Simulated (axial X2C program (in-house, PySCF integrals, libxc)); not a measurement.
**KSi: from the state search to constants**

What are the state, bond length, wavenumber and bond energy of KSi, and what does spin–orbit coupling change?

Computed with an in-house X2C program for linear molecules on PySCF integrals. Level: all-electron X2C, K dyall-cv3z, Si dyall-v3z.

All values are calculated.

## Step 1: Input

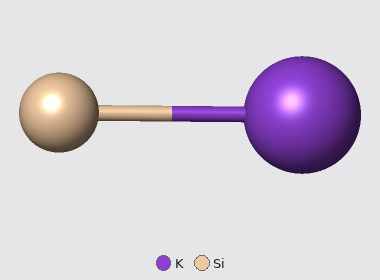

The two atoms at 3.120 Å (potassium purple, silicon light orange).

Input file task.json:

```json
{"zs": [19, 14], "q": 0, "bas": ["dyall-cv3z", "dyall-v3z"], "levels": ["PBE0", "HF", "B3LYP"], "cc": true, "r0": 3.12, "thr": -2.0, "nmax": 90, "npts": 10, "nst": 2, "ntry": 6}
```

Keys: zs atomic numbers; q charge; bas basis sets; levels methods (HF also brings MP2); cc coupled cluster on or off; r0 starting distance in Å; thr threshold in hartree for freezing inner shells (an s shell follows its p shell); nmax most natural virtual spinors; npts points asked for on the curve; nst determinants followed; ntry starts of the search.

Launch:

```bash
> python so2c.py task.json out
```

Spin-free means the one-electron spin-free X2C Hamiltonian; two-component (2c) means X2C with spin–orbit coupling and atomic mean-field two-electron Coulomb and Gaunt terms. Basis: K dyall-cv3z contracted to [11s12p6d3f], Si dyall-v3z contracted to [8s7p2d1f]; Gaussian nuclei, density fitting. Masses: K 38.964 u, Si 27.977 u.

Notation: σ, π±, δ± give the projection m of an orbital's angular momentum (0, ±1, ±2), α and β its spin, Λ and M_S the sums; ω is the projection of a spinor's total angular momentum and Ω the sum. Logs are in hartree.

The results follow Hamiltonian by Hamiltonian and level by level.

## Step 2: Search for the lowest determinant

PBE0 moves the distance from 3.120 Å to 3.035 Å and compares determinants there.

Spin-free determinants:

```
ΔE (eV)             state                          open shells
   0.00  M_S = 3/2, Λ = 0   beyond closed shells: σα, π+α, π-α
   0.45  M_S = 1/2, Λ = 0   beyond closed shells: σβ, π+α, π-α
   0.93  M_S = 1/2, Λ = 1            beyond closed shells: π+α
   1.00  M_S = 1/2, Λ = 2   beyond closed shells: σα, π+α, π+β
   1.00  M_S = 1/2, Λ = 0   beyond closed shells: σα, π+β, π-α
   1.73  M_S = 1/2, Λ = 1  beyond closed shells: π+α, π+β, π-α
   2.07  M_S = 3/2, Λ = 1    beyond closed shells: 2 × σα, π+α
```

Two-component determinants:

| ΔE (eV) | state | open shells |
| --- | --- | --- |
| 0.00 | Ω = 3/2 | excess of +ω over −ω: ω = 3/2 |
| 0.45 | Ω = 1/2 | excess of +ω over −ω: 2 × ω = -1/2, ω = 3/2 |
| 0.92 | Ω = 1/2 | excess of +ω over −ω: ω = 1/2 |
| 1.00 | Ω = 5/2 | excess of +ω over −ω: 2 × ω = 1/2, ω = 3/2 |
| 1.01 | Ω = 1/2 | excess of +ω over −ω: ω = 1/2 |
| 3.27 | Ω = 7/2 | excess of +ω over −ω: ω = 1/2, 2 × ω = 3/2 |
| 3.51 | Ω = 5/2 | excess of +ω over −ω: ω = -1/2, 2 × ω = 3/2 |

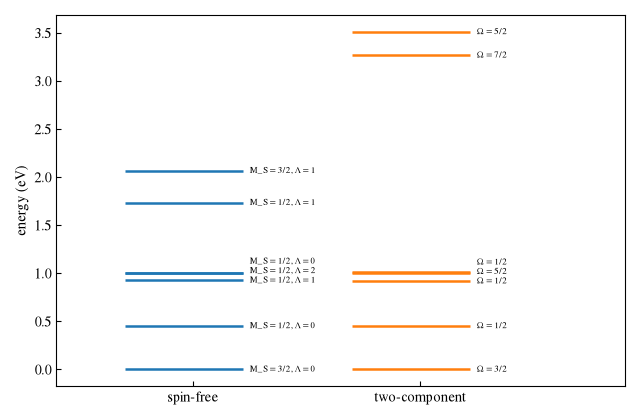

The determinants found, each set from its own lowest.

## Step 3: PBE0, spin-free

State followed: M_S = 3/2, Λ = 0 (beyond closed shells: σα, π+α, π-α). The scan is laid around 3.035 Å, a first estimate of the minimum, and this SCF restarts from the orbitals of the search.

Output at 3.035 Å:

```text
spin-free X2C-1e  PBE0
basis functions 144  fitting functions 665  grid points 5085
iter        total energy     max residual
   1       -891.994429808     8.60e-05
   2       -891.994429871     4.64e-05
   3       -891.994429899     2.19e-05
   4       -891.994429903     9.50e-06
converged
one-electron -1322.52376963  Coulomb 438.49782619  exact exchange -13.32714133  xc functional -41.02063281  nuclear repulsion 46.37928768
```

Along the bond, energies from the lowest point:

```csv
R (Å),E (eV),μ (D),HOMO (eV),LUMO (eV),iterations
2.640,0.2817,-8.16,-4.20,-1.31,11
2.762,0.1177,-8.57,-4.10,-1.38,9
2.853,0.0468,-8.88,-4.02,-1.42,9
2.944,0.0100,-9.18,-3.96,-1.47,8
3.035,0.0000,-9.47,-3.90,-1.52,4
3.141,0.0139,-9.81,-3.83,-1.58,8
3.248,0.0485,-10.13,-3.78,-1.64,8
3.384,0.1135,-10.51,-3.71,-1.72,9
3.551,0.2127,-10.94,-3.65,-1.80,9
3.794,0.3739,-11.43,-3.59,-1.92,10
```

Dipoles are positive if Si is the positive end.

Outer orbitals at the reference distance:

```csv
symmetry,occupied,ε (eV),atomic character
π-α,yes,-21.30,100% K p
π+α,yes,-21.30,100% K p
σα,yes,-21.28,99% K p
π+β,yes,-21.24,100% K p
π-β,yes,-21.24,100% K p
σβ,yes,-21.17,99% K p
σα,yes,-11.03,"81% Si s, 8% K p, 6% K d"
σβ,yes,-8.35,"80% Si s, 8% K p, 6% K d"
σα,yes,-4.22,"78% Si p, 14% K s, 3% K p"
π+α,yes,-3.90,"86% Si p, 8% K d, 6% K p"
π-α,yes,-3.90,"86% Si p, 8% K d, 6% K p"
σα,no,-1.52,"65% K s, 26% K p, 7% Si p"
σβ,no,-1.45,"66% K s, 20% Si p, 12% K p"
π-β,no,-0.46,"60% Si p, 33% K p, 6% K d"
π+β,no,-0.46,"60% Si p, 33% K p, 6% K d"
```

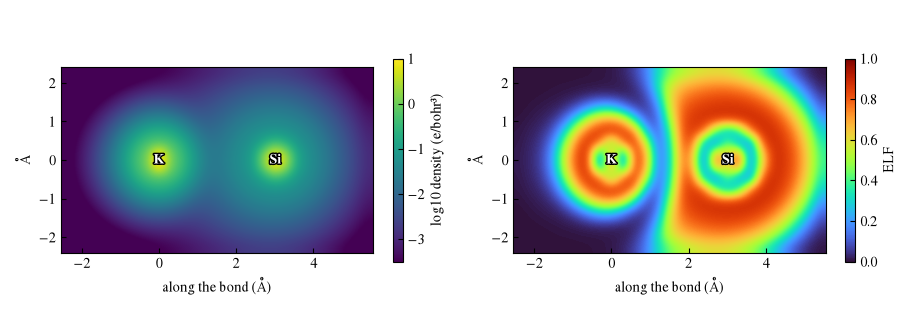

PBE0 fields in a plane through the axis, from a grid of 0.3 Å; K lies at z = 0 and Si at z = 3.035 Å; the ELF is damped to zero where the density is low.

Re = 3.030 Å, ωe = 204.9 cm⁻¹, ωexe = 0.923 cm⁻¹, Be = 0.1128 cm⁻¹, De = 1.62 eV, μ = -9.46 D.

## Step 4: HF, spin-free

Output at 3.035 Å:

```text
spin-free X2C-1e  HF
basis functions 144  fitting functions 665  grid points 5085
iter        total energy     max residual
   1       -890.955221079     1.72e-01
   2       -890.967194861     5.66e-03
   3       -890.967702457     4.38e-03
   4       -890.967820541     1.87e-03
   5       -890.967851418     4.08e-04
   6       -890.967858050     3.43e-04
   7       -890.967859274     1.25e-04
   8       -890.967859585     5.09e-05
   9       -890.967859738     5.97e-05
  10       -890.967859788     3.01e-05
  11       -890.967859796     5.02e-06
  12       -890.967859797     1.43e-06
converged
one-electron -1322.22938951  Coulomb 438.23767555  exact exchange -53.35543351  xc functional 0.00000000  nuclear repulsion 46.37928768
```

Re = 3.133 Å, ωe = 198.7 cm⁻¹, ωexe = 0.797 cm⁻¹, Be = 0.1055 cm⁻¹, De = 1.11 eV, μ = -11.05 D.

## Step 5: B3LYP, spin-free

The SCF at the reference distance of 3.035 Å:

```text
spin-free X2C-1e  B3LYP
basis functions 144  fitting functions 665  grid points 5085
iter        total energy     max residual
   1       -892.317629089     4.14e-02
   2       -892.319452132     1.44e-03
   3       -892.319493741     1.01e-03
   4       -892.319506570     4.84e-04
   5       -892.319508063     1.96e-04
   6       -892.319508357     5.27e-05
   7       -892.319508372     2.12e-05
   8       -892.319508374     5.00e-06
converged
one-electron -1322.56142978  Coulomb 438.52678654  exact exchange -10.65816313  xc functional -44.00598968  nuclear repulsion 46.37928768
```

Re = 3.060 Å, ωe = 195.1 cm⁻¹, ωexe = 1 cm⁻¹, Be = 0.1105 cm⁻¹, De = 1.36 eV, μ = -9.01 D.

## Step 6: Correlated methods, spin-free

Correlated methods: 13 electrons correlated (frozen shells, counted by type: K 2 s, 1 p; Si 2 s, 1 p), 209 virtual spinors in MP2, 90 natural virtuals in coupled cluster.

Output of the correlated part at 3.035 Å:

```text
correlated 13  virtual 209  natural virtual 90  E(MP2) -0.307485849  MP2 remainder -0.010503490
iter   CCSD correlation   residual
   1     -0.324695349   1.06e-01
   2     -0.331953441   3.08e-02
   3     -0.332096928   7.22e-03
   4     -0.332108732   2.69e-03
   5     -0.332106146   1.16e-03
   6     -0.332111288   4.10e-04
   7     -0.332114099   1.20e-04
   8     -0.332113894   3.57e-05
   9     -0.332113792   1.40e-05
  10     -0.332113906   5.36e-06
  11     -0.332113940   1.93e-06
  12     -0.332113952   5.87e-07
(T) -0.011045186  T1 0.0099  D1 0.0247  max T2 0.077
```

T1 in the output is the amplitude norm over the root of the electron number; divide by √2 for the Lee–Taylor value.

MP2: Re = 3.038 Å, ωe = 211.6 cm⁻¹, Be = 0.1122 cm⁻¹, De = 1.55 eV.

CCSD: Re = 3.056 Å, ωe = 209.3 cm⁻¹, ωexe = 0.834 cm⁻¹, Be = 0.1109 cm⁻¹, De = 1.49 eV. T1 at Re = 0.007 (Lee–Taylor, the printed value over √2).

CCSD(T): Re = 3.048 Å, ωe = 210.2 cm⁻¹, ωexe = 0.837 cm⁻¹, Be = 0.1114 cm⁻¹, De = 1.52 eV. T1 at Re = 0.007 (Lee–Taylor, the printed value over √2).

## Step 7: A higher determinant, spin-free

State: M_S = 1/2, Λ = 0 (beyond closed shells: σβ, π+α, π-α).

Output at the reference distance:

```text
spin-free X2C-1e  PBE0
basis functions 144  fitting functions 665  grid points 5085
iter        total energy     max residual
   1       -891.977810285     4.68e-05
   2       -891.977810329     3.02e-05
   3       -891.977810346     1.42e-05
   4       -891.977810347     4.91e-06
converged
one-electron -1322.40531774  Coulomb 438.37765910  exact exchange -13.32106605  xc functional -41.00837332  nuclear repulsion 46.37928768
```

```csv
R (Å),E above the lowest PBE0 point (eV)
2.640,0.761
2.762,0.592
2.853,0.515
2.944,0.471
3.035,0.452
3.141,0.455
3.248,0.478
3.384,0.527
3.551,0.606
```

Re = 3.072 Å, ωe = 188.5 cm⁻¹, ωexe = 1.01 cm⁻¹, Be = 0.1097 cm⁻¹, μ = -9.21 D. ⟨S²⟩ = 1.77 against 0.75 for a pure state, so this determinant mixes spins. Te = 0.45 eV.

## Step 8: The spin-free curves together

Energy (eV) of the followed determinant, spin-free, from each level's lowest point:

```
R (Å)   PBE0     HF    MP2   CCSD  CCSD(T)  B3LYP
2.640  0.282  0.465  0.313    n/a      n/a  0.308
2.762  0.118  0.233  0.134  0.150    0.142  0.137
2.853  0.047  0.121  0.055  0.065    0.060  0.060
2.944  0.010  0.050  0.013  0.018    0.016  0.017
3.035  0.000  0.012  0.000  0.000    0.000  0.000
3.141  0.014  0.000  0.013  0.008    0.010  0.006
3.248  0.048  0.014  0.049  0.040    0.044  0.033
3.384  0.114  0.059  0.118  0.105    0.110  0.087
3.551  0.213  0.143  0.225    n/a      n/a  0.172
3.794  0.374  0.296  0.404    n/a      n/a  0.311
```

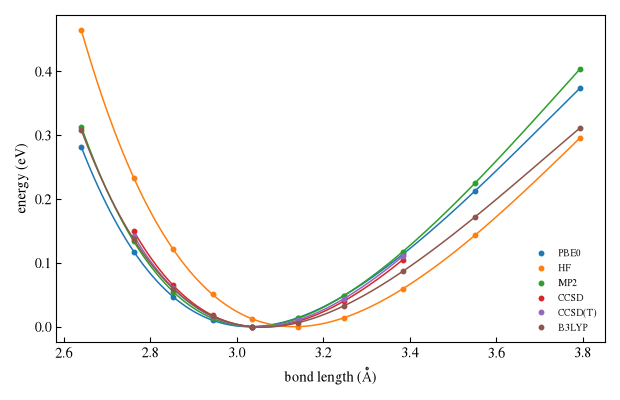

Curves of the followed state, spin-free, each from its own lowest point.

## Step 9: PBE0, 2c

State followed: Ω = 3/2 (excess of +ω over −ω: ω = 3/2). The scan is laid around 3.035 Å, a first estimate of the minimum, and this SCF restarts from the orbitals of the search.

The SCF at the reference distance of 3.035 Å:

```text
two-component X2C + atomic mean field  PBE0
basis functions 144  fitting functions 665  grid points 5085
iter        total energy     max residual
   1       -891.845436462     8.72e-05
   2       -891.845436510     3.05e-05
   3       -891.845436545     6.36e-05
   4       -891.845436546     5.50e-06
converged
one-electron -1322.13201996  Coulomb 438.39284567  exact exchange -13.32403420  xc functional -41.01095904  nuclear repulsion 46.37928768  atomic mean-field constant -0.15055669
```

Along the bond, energies from the lowest point:

```csv
R (Å),E (eV),μ (D),HOMO (eV),LUMO (eV),iterations
2.640,0.2820,-8.15,-4.19,-1.31,11
2.762,0.1179,-8.57,-4.09,-1.38,9
2.853,0.0469,-8.88,-4.02,-1.42,9
2.944,0.0101,-9.18,-3.95,-1.47,8
3.035,0.0000,-9.47,-3.89,-1.52,4
3.141,0.0139,-9.80,-3.83,-1.58,8
3.248,0.0484,-10.12,-3.77,-1.64,8
3.384,0.1134,-10.51,-3.70,-1.72,9
3.551,0.2125,-10.93,-3.64,-1.80,9
3.794,0.3736,-11.43,-3.58,-1.92,10
```

Dipoles are positive if Si is the positive end.

Outer spinors at the reference distance:

| ω | occupied | ε (eV) | atomic character | λ mixture |
| --- | --- | --- | --- | --- |
| -1/2 | yes | -21.43 | 100% K p | 84% π, 16% σ |
| 1/2 | yes | -21.42 | 100% K p | 60% π, 40% σ |
| 3/2 | yes | -21.21 | 100% K p | 100% π |
| 1/2 | yes | -21.17 | 99% K p | 60% σ, 40% π |
| -3/2 | yes | -21.15 | 100% K p | 100% π |
| -1/2 | yes | -21.11 | 99% K p | 84% σ, 16% π |
| 1/2 | yes | -11.03 | 81% Si s, 8% K p, 6% K d | 100% σ |
| -1/2 | yes | -8.36 | 80% Si s, 8% K p, 6% K d | 100% σ |
| 1/2 | yes | -4.22 | 78% Si p, 14% K s, 3% K p | 100% σ |
| -1/2 | yes | -3.91 | 86% Si p, 8% K d, 6% K p | 100% π |
| 3/2 | yes | -3.89 | 86% Si p, 8% K d, 6% K p | 100% π |
| 1/2 | no | -1.52 | 65% K s, 26% K p, 7% Si p | 100% σ |
| -1/2 | no | -1.46 | 66% K s, 20% Si p, 12% K p | 100% σ |
| 1/2 | no | -0.46 | 60% Si p, 33% K p, 6% K d | 100% π |
| -3/2 | no | -0.45 | 60% Si p, 34% K p, 6% K d | 100% π |

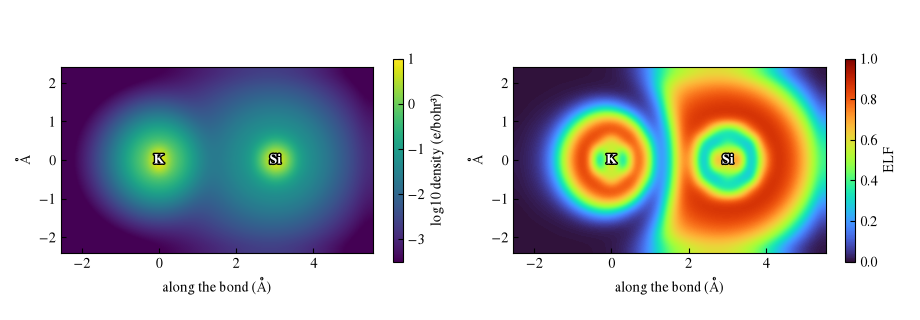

PBE0 fields in a plane through the axis, from a grid of 0.3 Å; K lies at z = 0 and Si at z = 3.035 Å; the ELF is damped to zero where the density is low.

Re = 3.030 Å, ωe = 204.9 cm⁻¹, ωexe = 0.923 cm⁻¹, Be = 0.1127 cm⁻¹, De = 1.62 eV, μ = -9.46 D.

## Step 10: HF, 2c

Output at 3.035 Å:

```text
two-component X2C + atomic mean field  HF
basis functions 144  fitting functions 665  grid points 5085
iter        total energy     max residual
   1       -890.806580121     1.72e-01
   2       -890.818551530     5.65e-03
   3       -890.819059575     4.38e-03
   4       -890.819177774     1.87e-03
   5       -890.819208689     4.08e-04
   6       -890.819215332     3.44e-04
   7       -890.819216556     1.25e-04
   8       -890.819216865     5.08e-05
   9       -890.819217017     5.96e-05
  10       -890.819217067     3.01e-05
  11       -890.819217076     5.02e-06
  12       -890.819217076     1.46e-06
converged
one-electron -1321.83793519  Coulomb 438.13302807  exact exchange -53.34304095  xc functional 0.00000000  nuclear repulsion 46.37928768  atomic mean-field constant -0.15055669
```

Re = 3.133 Å, ωe = 198.7 cm⁻¹, ωexe = 0.797 cm⁻¹, Be = 0.1054 cm⁻¹, De = 1.11 eV, μ = -11.05 D.

## Step 11: B3LYP, 2c

Output at 3.035 Å:

```text
two-component X2C + atomic mean field  B3LYP
basis functions 144  fitting functions 665  grid points 5085
iter        total energy     max residual
   1       -892.168478689     4.15e-02
   2       -892.170302353     1.44e-03
   3       -892.170344137     1.01e-03
   4       -892.170357045     4.85e-04
   5       -892.170358588     1.97e-04
   6       -892.170358911     5.67e-05
   7       -892.170358943     2.68e-05
   8       -892.170358961     2.77e-05
   9       -892.170358973     1.39e-05
  10       -892.170358976     5.30e-06
converged
one-electron -1322.16992893  Coulomb 438.42206287  exact exchange -10.65567873  xc functional -43.99554517  nuclear repulsion 46.37928768  atomic mean-field constant -0.15055669
```

Re = 3.061 Å, ωe = 195.1 cm⁻¹, ωexe = 1 cm⁻¹, Be = 0.1105 cm⁻¹, De = 1.36 eV, μ = -9.01 D.

## Step 12: MP2 and beyond, 2c

Correlated methods: 13 electrons correlated (frozen shells, counted by type: K 2 s, 1 p; Si 2 s, 1 p), 209 virtual spinors in MP2, 90 natural virtuals in coupled cluster.

Output of the correlated part at 3.035 Å:

```text
correlated 13  virtual 209  natural virtual 90  E(MP2) -0.307556392  MP2 remainder -0.010503873
iter   CCSD correlation   residual
   1     -0.324764720   1.06e-01
   2     -0.332025414   3.08e-02
   3     -0.332169020   7.22e-03
   4     -0.332180879   2.70e-03
   5     -0.332178310   1.16e-03
   6     -0.332183474   4.19e-04
   7     -0.332186334   1.35e-04
   8     -0.332186083   5.98e-05
   9     -0.332185804   4.05e-05
  10     -0.332185967   2.67e-05
  11     -0.332186092   1.53e-05
  12     -0.332186176   8.39e-06
  13     -0.332186173   4.82e-06
(T) -0.011053560  T1 0.0100  D1 0.0247  max T2 0.077
```

MP2: Re = 3.038 Å, ωe = 211.5 cm⁻¹, Be = 0.1121 cm⁻¹, De = 1.56 eV.

CCSD: Re = 3.056 Å, ωe = 209.2 cm⁻¹, ωexe = 0.824 cm⁻¹, Be = 0.1109 cm⁻¹, De = 1.50 eV. T1 at Re = 0.007 (Lee–Taylor, the printed value over √2).

CCSD(T): Re = 3.048 Å, ωe = 210.1 cm⁻¹, ωexe = 0.824 cm⁻¹, Be = 0.1114 cm⁻¹, De = 1.52 eV. T1 at Re = 0.007 (Lee–Taylor, the printed value over √2).

## Step 13: A higher determinant, 2c

State: Ω = 1/2 (excess of +ω over −ω: 2 × ω = -1/2, ω = 3/2).

Output at the reference distance:

```text
two-component X2C + atomic mean field  PBE0
basis functions 144  fitting functions 665  grid points 5085
iter        total energy     max residual
   1       -891.828815590     4.68e-05
   2       -891.828815599     1.36e-05
converged
one-electron -1322.01378477  Coulomb 438.27293283  exact exchange -13.31796870  xc functional -40.99872595  nuclear repulsion 46.37928768  atomic mean-field constant -0.15055669
```

| R (Å) | E above the lowest PBE0 point (eV) |
| --- | --- |
| 2.640 | 0.762 |
| 2.762 | 0.592 |
| 2.853 | 0.515 |
| 2.944 | 0.471 |
| 3.035 | 0.452 |
| 3.141 | 0.455 |
| 3.248 | 0.478 |
| 3.384 | 0.527 |
| 3.551 | 0.605 |

Re = 3.072 Å, ωe = 188.5 cm⁻¹, ωexe = 1.01 cm⁻¹, Be = 0.1097 cm⁻¹, μ = -9.21 D. Te = 0.45 eV.

## Step 14: The 2c curves together

Energy (eV) of the followed determinant, 2c, from each level's lowest point:

| R (Å) | PBE0 | HF | MP2 | CCSD | CCSD(T) | B3LYP |
| --- | --- | --- | --- | --- | --- | --- |
| 2.640 | 0.282 | 0.466 | 0.314 | n/a | n/a | 0.309 |
| 2.762 | 0.118 | 0.234 | 0.134 | 0.150 | 0.143 | 0.137 |
| 2.853 | 0.047 | 0.122 | 0.055 | 0.065 | 0.061 | 0.060 |
| 2.944 | 0.010 | 0.051 | 0.013 | 0.018 | 0.016 | 0.017 |
| 3.035 | 0.000 | 0.012 | 0.000 | 0.000 | 0.000 | 0.000 |
| 3.141 | 0.014 | 0.000 | 0.013 | 0.008 | 0.010 | 0.006 |
| 3.248 | 0.048 | 0.014 | 0.048 | 0.040 | 0.044 | 0.032 |
| 3.384 | 0.113 | 0.059 | 0.117 | 0.105 | 0.110 | 0.087 |
| 3.551 | 0.212 | 0.143 | 0.225 | n/a | n/a | 0.172 |
| 3.794 | 0.374 | 0.296 | 0.404 | n/a | n/a | 0.311 |

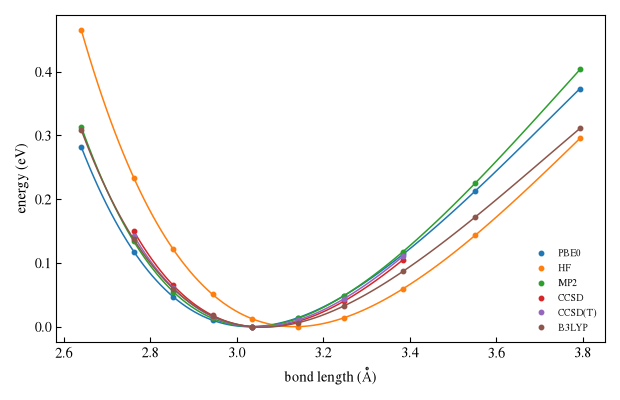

Curves of the followed state, 2c, each from its own lowest point.

The whole job took 1.7 min on 1 thread of Arm Neoverse V2, shared host; peak memory 0.8 GiB.

## Step 15: Constants

Lowest determinant that the search found at its distance, spin-free: M_S = 3/2, Λ = 0 (beyond closed shells: σα, π+α, π-α).

Lowest determinant that the search found at its distance, 2c: Ω = 3/2 (excess of +ω over −ω: ω = 3/2).

| Hamiltonian | level | Re (Å) | ωe (cm⁻¹) | De (eV) | μ (D) |
| --- | --- | --- | --- | --- | --- |
| spin-free | PBE0 | 3.030 | 204.9 | 1.62 | -9.46 |
| spin-free | HF | 3.133 | 198.7 | 1.11 | -11.05 |
| spin-free | MP2 | 3.038 | 211.6 | 1.55 | n/a |
| spin-free | CCSD | 3.056 | 209.3 | 1.49 | n/a |
| spin-free | CCSD(T) | 3.048 | 210.2 | 1.52 | n/a |
| spin-free | B3LYP | 3.060 | 195.1 | 1.36 | -9.01 |
| 2c | PBE0 | 3.030 | 204.9 | 1.62 | -9.46 |
| 2c | HF | 3.133 | 198.7 | 1.11 | -11.05 |
| 2c | MP2 | 3.038 | 211.5 | 1.56 | n/a |
| 2c | CCSD | 3.056 | 209.2 | 1.50 | n/a |
| 2c | CCSD(T) | 3.048 | 210.1 | 1.52 | n/a |
| 2c | B3LYP | 3.061 | 195.1 | 1.36 | -9.01 |

Dipoles are positive if Si is the positive end.

Time per point (s) on 1 thread of Arm Neoverse V2, shared host (2c runs; CCSD comes with the CCSD(T) run); the times are rough: PBE0 0.32, HF 0.23, MP2 0.4, CCSD(T) 4.7, B3LYP 0.36.

At CCSD(T), going from spin-free to two-component changes Re by 0 mÅ, ωe by 0.0 %, which is small (part of it comes from the scalar share of the two-electron terms). De moves by 0.00 eV; both De rest on single-determinant atoms, which can miss part of an open shell's spin–orbit lowering.

De refers to K + Si, each in the lowest determinant found, which need not be this curve's own limit. Each curve is one determinant whose occupation by symmetry is held fixed; it was picked as the lowest of a PBE0 search that is not exhaustive. De is counted from the lowest determinant-based energies of the atoms at the same level, without counterpoise correction. Density functionals use the spin component along the axis (collinear). Coupled cluster ran in a truncated set of natural virtual spinors; the MP2 energy of the rest was added. With several unpaired electrons one determinant need not be a pure state.
